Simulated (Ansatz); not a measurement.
**(BeTe)2(CuCl)2 [001] superlattice, started as zinc blende: phonons and vibrational spectra**

The cell of (BeTe)2(CuCl)2 [001] superlattice, started as zinc blende is at rest. What are its phonons?

Program: Ansatz 0.2.0. Level of theory: DFT LDA, scalar-relativistic, plane waves, PAW. Results are calculated unless marked as measured.

The structure was built from a prototype and need not be the compound's stable phase.

### 1. Set-up

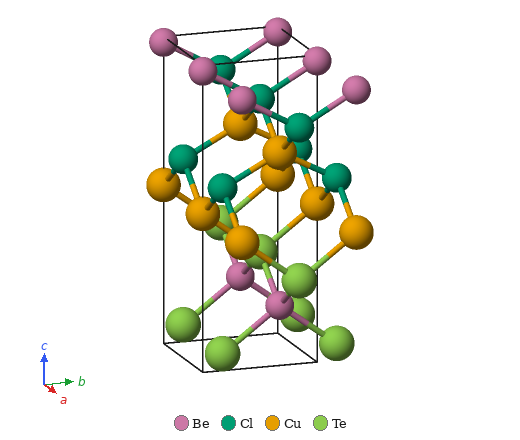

The starting structure, seen slightly off an axis (beryllium pink, chlorine teal, copper orange, tellurium green). 2×1×1 cells are drawn. Some periodic images of atoms are drawn too.

### 2. Zone-centre response

The cell comes from relaxations at this level that are not shown. The zone centre is the only wavevector solved here; it holds the modes that light can see, as far as symmetry allows. No field response is asked, since the mesh shows no gap.

input.yaml

```yaml
crystal:
  lattice:
    - [2.7374255201, 2.7374255201, 0.0]
    - [-2.7842679642, 2.7842679642, 0.0]
    - [0.0, 0.0, 10.3385535665]
  atoms:
    - { symbol: Be, position: [0.0, 0.0, -0.0189889701] }
    - { symbol: Be, position: [0.5, 0.5, 0.2485454693] }
    - { symbol: Cl, position: [0.5, 0.0, 0.6476051841] }
    - { symbol: Cl, position: [1.0, 0.5, 0.8750092023] }
    - { symbol: Cu, position: [0.0, 0.0, 0.5166493212] }
    - { symbol: Cu, position: [0.5, 0.5, 0.7464496367] }
    - { symbol: Te, position: [0.5, 0.0, 0.1081335024] }
    - { symbol: Te, position: [1.0, 0.5, 0.3765966541] }
kpoints:
  mp_grid: { grid: [12, 12, 4] }
hamiltonian:
  xc: lda
scf:
  occupations: { method: methfessel_paxton, width: 0.2 }
output:
  eigenvalues: true
phonons:
  method: dfpt
```

Started as:

```console
$ ansatz run input.yaml --threads 4 --pin off --max-ram 14336MiB --backend cpu --events-out ev --progress --plain --runs-dir out
```

Numbers of over 12 decimals in the logs are rounded to 6 here.

Log:

```text
zone centre: on kpoints.mp_grid the ground state, and the responses unless they are solved on pairs of k-points, stand on 222 of the mesh's 576 k-points, reduced under 2 symmetry operations, with k and −k counted as one. Each operation leaves every solved displacement unchanged or reverses it
Engine: ansatz 0.2.0, aarch64-unknown-linux-gnu
Pseudopotentials: kind: paw
Pseudopotential: Be, paw, valence charge 2, recommended cutoff 420 eV (normal), Be.paw.azcp
Pseudopotential: Cl, paw, valence charge 7, recommended cutoff 420 eV (normal), Cl.paw.azcp
Pseudopotential: Cu, paw, valence charge 19, recommended cutoff 420 eV (normal), Cu.paw.azcp
Pseudopotential: Te, paw, valence charge 16, recommended cutoff 420 eV (normal), Te.paw.azcp
Functional definition: SPW92
  exchange = slater_x
  correlation = pw_c
Crystal: 8 atoms, lattice volume = 157.595 Å³
Basis set: ecut = 420 eV, 3115 PW (Γ), exchange–correlation on 54×54×144 points (8 copies of the dense FFT grid, shifted against one another)
Bands: 53, of which v1, the nominal top of the filled ones, is band 44 counted from 1 (43 counted from 0)
Symmetry: 4 space group operations
k-points: 222 of 576 (irreducible under 2 space group operations, time reversal used)
Non-local potential: Be, projectors of the file, l = 0: 2, l = 1: 2, l = 2: 1
Non-local potential: Cl, projectors of the file, l = 0: 2, l = 1: 2, l = 2: 2
Non-local potential: Cu, projectors of the file, l = 0: 3, l = 1: 2, l = 2: 3, l = 3: 1
Non-local potential: Te, projectors of the file, l = 0: 2, l = 1: 2, l = 2: 2, l = 3: 2
PAW form: soft (Blöchl's): semilocal exchange-correlation on the pseudo side does not see the compensation charge
PAW frozen core: Be, regenerated for the run's functional, and the local potential with it (the file was generated under x = pbe(κ = 0.804, μ = 0.219515), c = pbe(β = 0.066725))
PAW frozen core: Cl, regenerated for the run's functional, and the local potential with it (the file was generated under x = pbe(κ = 0.804, μ = 0.219515), c = pbe(β = 0.066725))
PAW frozen core: Cu, regenerated for the run's functional, and the local potential with it (the file was generated under x = pbe(κ = 0.804, μ = 0.219515), c = pbe(β = 0.066725))
PAW frozen core: Te, regenerated for the run's functional, and the local potential with it (the file was generated under x = pbe(κ = 0.804, μ = 0.219515), c = pbe(β = 0.066725))
PAW one-centre angular grid: Be, 110 points (default); XC on 64 Gauss nodes
PAW one-centre angular grid: Cl, 110 points (default); XC on 64 Gauss nodes
PAW one-centre angular grid: Cu, 590 points (default); XC on 64 Gauss nodes
PAW one-centre angular grid: Te, 590 points (default); XC on 64 Gauss nodes
Initial density: superposition of atomic densities (neutral atoms: chi_scale 0, normalization atom), corrected by the library's trained network
Initial wavefunctions: pseudopotential atomic-orbital guess
Functional: x = slater, c = lda
SCF iter   1: F=—  HF=-29032.979945 eV  |F-HF|=—  |Δ(HF+E_count)|=         —  Δρ=1.15e-2  dr2=2.73e-1  ethr=1.77e-3  ⟨swp⟩=9.2  Hψ=51354  notcnv=0
preconditioner: auto → Resta (q_TF=auto, 2.476 Å⁻¹)  ε∞=6.6  [insulator: Δε(μ)=0.330 eV  Ē_g=9.005 eV  σ=0.200 eV  W_gap=0.63  n_scr=48 (ndim 8)  ℏωp=21.3 eV  f_vac=0.027  D(μ)=-0.04/eV (n_scr^D=0)  ε∞_Penn≈6.6]
SCF iter   2: F=—  HF=-29032.944310 eV  |F-HF|=—  |Δ(HF+E_count)|=   3.56e-2  S|Δr|=    0.00e0  Δρ=7.25e-3  dr2=8.90e-2  ethr=3.10e-4  ⟨swp⟩=2.0  Hψ=23608  notcnv=0  defer=206
preconditioner: auto → Kerker (q_TF=auto, 2.476 Å⁻¹)  [metal: Δε(μ)=0.113 eV  Ē_g=9.077 eV  σ=0.200 eV  W_gap=0.43  n_scr=48 (ndim 8)  ℏωp=21.3 eV  f_vac=0.026  D(μ)=0.07/eV (n_scr^D=0)]
SCF iter   3: F=—  HF=-29032.930765 eV  |F-HF|=—  |Δ(HF+E_count)|=   1.35e-2  S|Δr|=    0.00e0  Δρ=4.49e-3  dr2=6.28e-2  ethr=1.01e-4  ⟨swp⟩=2.0  Hψ=21103  notcnv=0  defer=206
SCF iter   4: F=—  HF=-29032.920203 eV  |F-HF|=—  |Δ(HF+E_count)|=   1.06e-2  S|Δr|=    0.00e0  Δρ=1.88e-3  dr2=1.25e-2  ethr=7.13e-5  ⟨swp⟩=1.0  Hψ=13542  notcnv=0  defer=6
SCF iter   5: F=—  HF=-29032.918286 eV  |F-HF|=—  |Δ(HF+E_count)|=   1.92e-3  S|Δr|=    0.00e0  Δρ=8.95e-4  dr2=3.05e-3  ethr=1.42e-5  ⟨swp⟩=2.0  Hψ=14156  notcnv=0  defer=6
SCF iter   6: F=—  HF=-29032.917736 eV  |F-HF|=—  |Δ(HF+E_count)|=   5.51e-4  S|Δr|=    0.00e0  Δρ=3.52e-4  dr2=5.22e-4  ethr=3.46e-6  ⟨swp⟩=2.0  Hψ=13188  notcnv=0  defer=6
SCF iter   7: F=—  HF=-29032.917642 eV  |F-HF|=—  |Δ(HF+E_count)|=   9.35e-5  S|Δr|=    0.00e0  Δρ=2.09e-4  dr2=1.57e-4  ethr=5.93e-7  ⟨swp⟩=1.7  Hψ=11716  notcnv=0  defer=6
SCF iter   8: F=—  HF=-29032.917626 eV  |F-HF|=—  |Δ(HF+E_count)|=   1.65e-5  S|Δr|=    0.00e0  Δρ=1.36e-4  dr2=4.40e-5  ethr=1.79e-7  ⟨swp⟩=2.0  Hψ=14287  notcnv=0  defer=6
SCF iter   9: F=—  HF=-29032.917619 eV  |F-HF|=—  |Δ(HF+E_count)|=   6.59e-6  S|Δr|=    0.00e0  Δρ=3.94e-5  dr2=6.17e-6  ethr=5.00e-8  ⟨swp⟩=2.0  Hψ=14498  notcnv=0  defer=6
SCF iter  10: F=—  HF=-29032.917610 eV  |F-HF|=—  |Δ(HF+E_count)|=   8.83e-6  S|Δr|=    0.00e0  Δρ=2.79e-5  dr2=3.41e-6  ethr=7.01e-9  ⟨swp⟩=2.0  Hψ=18136  notcnv=0  defer=11
SCF iter  11: F=—  HF=-29032.917610 eV  |F-HF|=—  |Δ(HF+E_count)|=   4.16e-7  S|Δr|=    0.00e0  Δρ=2.35e-5  dr2=1.29e-6  ethr=3.87e-9  ⟨swp⟩=2.0  Hψ=14145  notcnv=0  defer=13
SCF iter  12: F=—  HF=-29032.917610 eV  |F-HF|=—  |Δ(HF+E_count)|=   2.09e-7  S|Δr|=    0.00e0  Δρ=6.85e-6  dr2=2.89e-7  ethr=1.47e-9  ⟨swp⟩=2.2  Hψ=15650  notcnv=0  defer=15
SCF iter  13: F=—  HF=-29032.917610 eV  |F-HF|=—  |Δ(HF+E_count)|=   2.70e-8  S|Δr|=    0.00e0  Δρ=7.96e-6  dr2=1.75e-7  ethr=3.29e-10  ⟨swp⟩=2.0  Hψ=20899  notcnv=0  defer=15
SCF iter  14: F=—  HF=-29032.917610 eV  |F-HF|=—  |Δ(HF+E_count)|=   1.29e-8  S|Δr|=    0.00e0  Δρ=8.16e-6  dr2=1.34e-7  ethr=1.99e-10  ⟨swp⟩=2.0  Hψ=19827  notcnv=0  defer=15
SCF iter  15: F=—  HF=-29032.917610 eV  |F-HF|=—  |Δ(HF+E_count)|=   2.41e-8  S|Δr|=    0.00e0  Δρ=2.30e-6  dr2=2.61e-8  ethr=1.53e-10  ⟨swp⟩=2.0  Hψ=14192  notcnv=0  defer=15
SCF iter  16: F=—  HF=-29032.917610 eV  |F-HF|=—  |Δ(HF+E_count)|=   3.88e-9  S|Δr|=    0.00e0  Δρ=7.91e-7  dr2=4.57e-9  ethr=2.97e-11  ⟨swp⟩=2.1  Hψ=14829  notcnv=0  defer=15
SCF iter  17: F=—  HF=-29032.917610 eV  |F-HF|=—  |Δ(HF+E_count)|=  7.35e-10  S|Δr|=    0.00e0  Δρ=3.03e-7  dr2=3.30e-10  ethr=5.20e-12  ⟨swp⟩=2.0  Hψ=15398  notcnv=0  defer=15
SCF iter  18: F=—  HF=-29032.917610 eV  |F-HF|=—  |Δ(HF+E_count)|=  4.37e-11  S|Δr|=    0.00e0  Δρ=1.83e-7  dr2=9.87e-11  ethr=1.00e-12  ⟨swp⟩=1.4  Hψ=13952  notcnv=0  defer=15
SCF iter  19: F=-29032.917610 eV  HF=-29032.917610 eV  |F-HF|=2.91e-11  |Δ(HF+E_count)|=  7.28e-12  S|Δr|=    0.00e0  Δρ=5.91e-8  dr2=6.94e-12  ethr=1.00e-12  ⟨swp⟩=12.1  Hψ=65142  notcnv=0
SCF 1 converged in 19 iterations: F = -29032.917610 eV  dr2 = 6.94e-12
  greatest PAW one-centre occupation: 1.000 electrons in one spin orbital (limit 2), on the Cu atom at site 5 (counted from 0), in its partial waves of l = 1
DFPT response loops at Γ: preconditioner auto → Kerker (q_TF=auto, 2.476 Å⁻¹) (partly filled bands, converged f_vac=0.022); β = 1.00, the filter's whole step (`scf.mixing.beta` (0.50) is not read by the response loops under this deck's `scf.mixing.preconditioner`; to damp them name `kerker` or `kerker_dos`, under which they read `scf.mixing.beta`, and type it under 1.00, their step now; both keys bind the ground state too); Broyden in place of MSR1
SCF converged after 19 iterations
Stability not checked: this state was not tested for a lower state beside it, because cold or Methfessel-Paxton smearing, or corrected tetrahedra, fill the levels in a way that the test cannot read (fill_not_monotonic; see scf.lower_state_search)
Free energy (F): -29032.917610 eV
Harris-Foulkes:  -29032.917610 eV  (|F-HF|=2.91e-11)
Internal energy: -29032.920585 eV  (E = F + TS)
E sigma→0 (E₀):  -29032.918353 eV
Entropy (-TS):   0.002975 eV (0.372 meV/atom)
Fermi energy:    9.206308 eV
Step filling:    the computed levels leave a gap of 0.0013 eV = 0.0 smearing widths at the electron count; against every level under it full and every level over it empty, smearing changes F+E_penalty+E_count by +1.090 meV and its σ→0 estimate by +0.346 meV
--- Per-component energies (eV) ---
  E_band       = -1528.098267
  E_kinetic    = 1330.674086
  E_local      = -16228.555783  (includes V_loc(G=0)·N_el)
  E_nonlocal   = 276.259140
  E_hartree    = 7763.343183
  E_xc         = -673.611579
  E_vxc        = -721.317440  (∫ρ·V_xc dr)
  E_paw        = -13590.979512  (= ΣΔE_a)
  E_vpaw       = -1711.845106  (= ΣTr[D̂ρ^β])
  E_aug_tail   = 0.000207  (compensation charges beyond the density's cutoff)
  E_ewald      = -7912.748528
  E_core_change = 2.698200  (= ΣΔE_core)
  E_smearing   = 0.002975  (= −TS)
  E_closure    = 0.000000  (closes the sum)
  Σ components = -29032.917610   (vs F -29032.917610, Δ=0.00e0)
--- Band table (eV; the first three rows and the last of 222) ---
  k-point 0: bands = [... 40 lower, 6.9235, 7.9883, 8.0048, 8.9642, 9.0786, 9.9417, 10.5253, 11.0911, ... 5 higher]
  k-point 1: bands = [... 40 lower, 7.0430, 7.8227, 7.9253, 8.9332, 9.2326, 10.1105, 10.5018, 11.0825, ... 5 higher]
  k-point 2: bands = [... 40 lower, 7.1942, 7.6765, 7.8466, 8.9022, 9.3216, 10.3947, 10.4473, 11.0339, ... 5 higher]
  k-point 221: bands = [... 40 lower, 6.6463, 6.9070, 6.9728, 7.0496, 10.7252, 10.9205, 11.5949, 12.0006, ... 5 higher]
--- Phonons (Γ-DFPT): 16 representative perturbations + reference, on 222 of 576 k-points (Σ response iterations 59) ---
  k mesh reduced under 2 symmetry operations, with k and −k counted as one. Each operation leaves every solved displacement unchanged or reverses it
  ASR residual: 6.021e-5 → 0.000e0 eV/Å²; symmetrization residual: 4.819e-6 eV/Å²
  ASR residual per site (eV/Å²): 4.65e-6 6.02e-6 3.22e-6 8.08e-6 6.02e-5 2.56e-5 4.02e-5 2.50e-5
  Γ frequencies (cm⁻¹): -184.96 0.00 0.00 0.00 19.91 45.36 51.05 58.96 80.63 90.88 111.00 119.59 141.73 175.37 181.35 195.59 219.98 228.34 297.07 384.78 463.67 518.18 527.19 535.18
  non-analytic LO–TO correction: not included (Born effective charges unavailable; polar crystals: no LO–TO splitting at Γ)
```

The job ended after 20 min (4 threads of Arm Neoverse V1, shared host; peak memory 5.7 GiB).

Numbers from this step:

| Quantity | Value |
| --- | --- |
| volume per atom | 19.70 Å³ |
| gap on the k-mesh | 0 eV |
| sum-rule residual before enforcement | 6.02e-5 eV/Å² |
| point group | mm2 |
| highest optical mode at the zone centre (no LO-TO term) | 535.2 cm⁻¹ |
| lowest optical zone-centre mode | -185.0 cm⁻¹ |

Patterns of degenerate modes are one choice out of their space. Modes at Γ, with each element's share of the kinetic energy (negative means imaginary):

| mode | frequency (cm⁻¹) | symmetry | Be % | Cl % | Cu % | Te % |
| --- | --- | --- | --- | --- | --- | --- |
| 1 | -185.0 | B2 | 82 | 18 | 0 | 0 |
| 2 | 0.0 | acoustic | 4 | 15 | 27 | 54 |
| 3 | 0.0 | acoustic | 4 | 15 | 27 | 54 |
| 4 | 0.0 | acoustic | 4 | 15 | 27 | 54 |
| 5 | 19.9 | B1 | 0 | 12 | 87 | 1 |
| 6 | 45.4 | B2 | 0 | 19 | 63 | 18 |
| 7 | 51.0 | B1 | 2 | 2 | 59 | 37 |
| 8 | 59.0 | B2 | 4 | 12 | 20 | 64 |
| 9 | 80.6 | B1 | 6 | 1 | 4 | 90 |
| 10 | 90.9 | A1 | 1 | 4 | 76 | 20 |
| 11 | 111.0 | A1 | 2 | 7 | 31 | 60 |
| 12 | 119.6 | B2 | 17 | 63 | 1 | 19 |
| 13 | 141.7 | B1 | 0 | 81 | 14 | 5 |
| 14 | 175.4 | A1 | 1 | 22 | 41 | 36 |
| 15 | 181.3 | A1 | 0 | 57 | 23 | 21 |
| 16 | 195.6 | B1 | 0 | 90 | 9 | 1 |
| 17 | 220.0 | B2 | 0 | 0 | 62 | 38 |
| 18 | 228.3 | A1 | 1 | 93 | 3 | 4 |
| 19 | 297.1 | B2 | 0 | 72 | 27 | 0 |
| 20 | 384.8 | B2 | 93 | 0 | 0 | 7 |
| 21 | 463.7 | A1 | 94 | 1 | 0 | 5 |
| 22 | 518.2 | B1 | 94 | 0 | 0 | 6 |
| 23 | 527.2 | A1 | 98 | 1 | 0 | 2 |
| 24 | 535.2 | B1 | 94 | 0 | 0 | 6 |

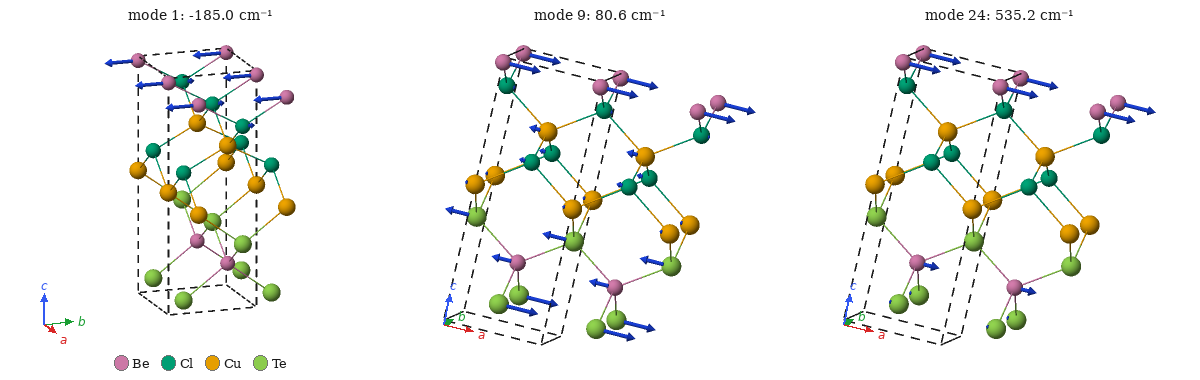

Displacement patterns of modes 1, 9 and 24 at Γ; arrows are exaggerated. 2×1×1 cells are drawn. Some periodic images of atoms are drawn too.

Before it was imposed, the acoustic sum rule was missed by 6.0e-5 eV/Å². Small misses are needed for a sound result but don't prove that mesh and cutoff are converged. The lowest optical mode is imaginary, 185.0i cm⁻¹, so the energy falls along it.

### 3. Isotope substitution, element Cl, natural mass 35.45 amu

An isotope changes the mass and not the force constants, so no new electronic calculation is needed; the shifts show which modes move this element.

The same force constants with the mass of Cl changed from 35.450 to 36.966 u (phonopy, no LO-TO term). Both lists are sorted by frequency; levels can cross, so a row need not hold one and the same mode. Modes under 3 cm⁻¹ are left out. Isotope shifts, by row:

```
    q  rank  natural mass (cm⁻¹)  changed mass (cm⁻¹)
0 0 0     1                 -185               -184.3
0 0 0     5                19.91                19.86
0 0 0     6                45.36                45.18
0 0 0     7                51.05                51.03
0 0 0     8                58.96                58.81
0 0 0     9                80.63                80.62
0 0 0    10                90.88                 90.8
0 0 0    11                  111                110.8
0 0 0    12                119.6                  118
0 0 0    13                141.7                139.4
0 0 0    14                175.4                174.3
0 0 0    15                181.3                179.6
0 0 0    16                195.6                  192
0 0 0    17                  220                  220
0 0 0    18                228.3                223.9
0 0 0    19                297.1                292.6
0 0 0    20                384.8                384.7
0 0 0    21                463.7                463.6
0 0 0    22                518.2                518.2
0 0 0    23                527.2                527.1
0 0 0    24                535.2                535.2
```

A mode of this element alone would shift by -2.07 %. The highest zone-centre frequency without the field goes from 535.2 to 535.2 cm⁻¹ (-0.0 %).

### 4. Isotope substitution, element Cu, natural mass 63.546 amu

The same for Cu, from 63.55 to 64.93 u.

A mode of this element alone would shift by -1.07 %. The highest zone-centre frequency without the field goes from 535.2 to 535.2 cm⁻¹ (+0.0 %).

### 5. Isotope substitution, element Te, natural mass 127.6 amu

The same for Te, from 127.60 to 129.91 u.

The same force constants with the mass of Te changed from 127.600 to 129.906 u (phonopy, no LO-TO term). Both lists are sorted by frequency; levels can cross, so a row need not hold one and the same mode. Modes under 3 cm⁻¹ are left out. Isotope shifts, by row:

| q | rank | natural mass (cm⁻¹) | changed mass (cm⁻¹) |
| --- | --- | --- | --- |
| 0 0 0 | 1 | -185 | -185 |
| 0 0 0 | 5 | 19.91 | 19.91 |
| 0 0 0 | 6 | 45.36 | 45.29 |
| 0 0 0 | 7 | 51.05 | 50.88 |
| 0 0 0 | 8 | 58.96 | 58.62 |
| 0 0 0 | 9 | 80.63 | 79.98 |
| 0 0 0 | 10 | 90.88 | 90.72 |
| 0 0 0 | 11 | 111 | 110.4 |
| 0 0 0 | 12 | 119.6 | 119.4 |
| 0 0 0 | 13 | 141.7 | 141.7 |
| 0 0 0 | 14 | 175.4 | 174.8 |
| 0 0 0 | 15 | 181.3 | 181 |
| 0 0 0 | 16 | 195.6 | 195.6 |
| 0 0 0 | 17 | 220 | 219.2 |
| 0 0 0 | 18 | 228.3 | 228.3 |
| 0 0 0 | 19 | 297.1 | 297.1 |
| 0 0 0 | 20 | 384.8 | 384.6 |
| 0 0 0 | 21 | 463.7 | 463.5 |
| 0 0 0 | 22 | 518.2 | 517.9 |
| 0 0 0 | 23 | 527.2 | 527.1 |
| 0 0 0 | 24 | 535.2 | 534.9 |

A mode of this element alone would shift by -0.89 %. The highest zone-centre frequency without the field goes from 535.2 to 534.9 cm⁻¹ (-0.1 %).

### 6. Outcome

* space group (within 0.01 Å): Pmm2
* volume per atom: 19.7 Å³
* electronic character: no gap on this mesh
* highest optical mode at the zone centre (no LO-TO term): 535 cm⁻¹
* lowest optical zone-centre mode: -185 cm⁻¹
* imaginary modes at Γ (the only wavevector solved): yes

**Reading.** A zone-centre mode is imaginary (185.0i cm⁻¹), so this structure is not a minimum of the energy. The optical modes at Γ span -185 to 535 cm⁻¹ (negative means imaginary). No dispersion was computed. The highest mode in this list at Γ, 535.2 cm⁻¹, is mostly motion of Be (94 % of the kinetic energy). With no gap, or one that is small against the smearing, the frequencies hang on the k mesh and the smearing, most of all near Kohn anomalies. A semilocal functional can close a gap that the real compound would have, so the metallic treatment may be an artefact of the level. Spin-orbit coupling is left out, which can matter for the heavy elements here. The starting cell was built on a prototype and not taken from a measurement, so the phase need not exist. These are harmonic frequencies at zero temperature: anharmonic shifts, linewidths and thermal expansion are left out.

[Logs are printed without paths, hosts, clocks, repeated set-up lines and the standing remarks that a program may print on its own settings, such as how far it seeks lower states.]

[Hosts, paths, dates, database ids (printed as entryN), source tags and the programs' standing remarks are cut or masked in the printed files.]
